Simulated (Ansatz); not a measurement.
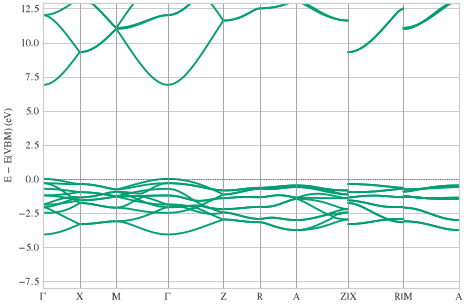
Band structure from DFT-PBEsol in the program Ansatz with PAW potentials

Q: Read off the gap and where the band edges lie.

A: About 6.9 eV (6.89 eV by a search for the band edges); maximum at Γ, minimum at Γ.

The material is MgF2 (rutile, P4_2/mnm).

Symmetry was held in the PBEsol relaxation.

Potentials: the later of the program's two PAW sets.
